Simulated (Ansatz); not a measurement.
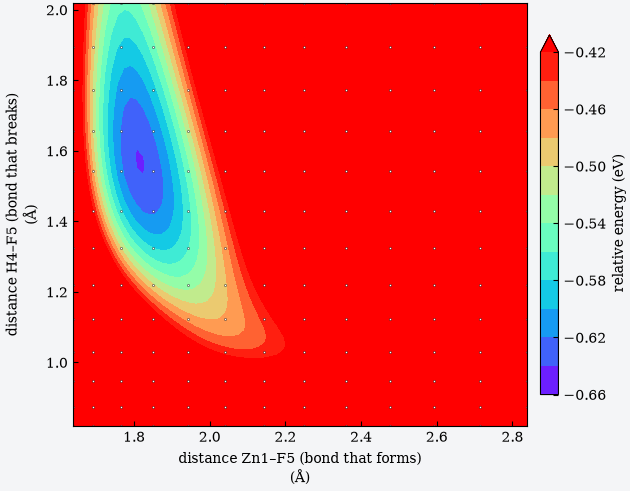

The reacting system FH₃O₂Zn (fragments H₂O₂Zn + FH where the first distance is long, FH₃O₂Zn where the second is long). Coordinates scanned: (1) distance Zn1–F5 (bond that forms); (2) distance H4–F5 (bond that breaks). Relaxed at each point: all other coordinates. Grid: 13 × 13 points. Points are written as (first, second). All energies are given in eV relative to a guessed transition structure relaxed with its forming and breaking bonds held. The reference is spin-restricted, so regions where a bond is pulled apart into radicals lie too high. Computed with RKS SPW92 (LDA)/def2-SVP in Ansatz 0.2.0.

Drawn: filled contours, dots at the grid points, one colour for all values above the top of the scale. Between grid points the surface is interpolated.

Question: Estimate the position of the minimum and the force constants in these coordinates.

Answer: The interpolated minimum is at the first coordinate ≈ 1.816 Å, the second coordinate ≈ 1.569 Å. The curvatures there are about 16 eV/Å² and 2 eV/Å², with a cross term of about 2.3 eV/Å². Round the minimum the valley is somewhat tilted: raising the first coordinate shifts the best value of the second coordinate downwards (coupling k₁₂/√(k₁₁k₂₂) about 0.4).
